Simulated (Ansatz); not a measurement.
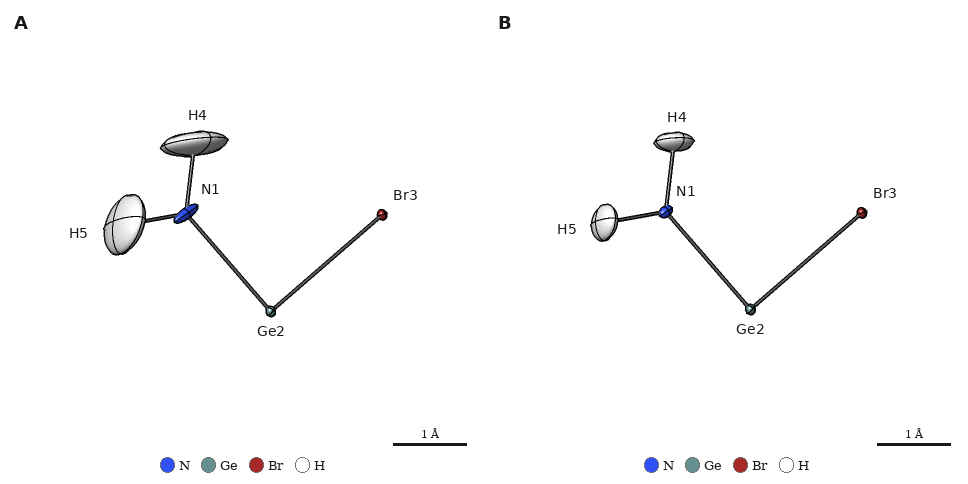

Displacement ellipsoids at the 50 % level, from the internal vibrations of the free molecule (harmonic, no overall translation or rotation; no half-axis is drawn under 0.075 Å). Vibrations computed with RKS PBE0-D4/def2-TZVP (Ansatz 0.2.0). One panel is for 200 K, the other for 900 K.

Which panel is for 900 K?

Answer. A.

How much does the mean-square displacement of N1 grow, and why?

Answer. U_eq goes from 0.0026 to 0.0088 Å², a factor of 3.4. Modes below kT (626 cm⁻¹ at 900 K) grow about in proportion to T, and the lowest lies at 190 cm⁻¹; the mean-square amplitude of a mode is its zero-point value times coth(ħω/2kT), which comes close to 1 only above about 3kT.
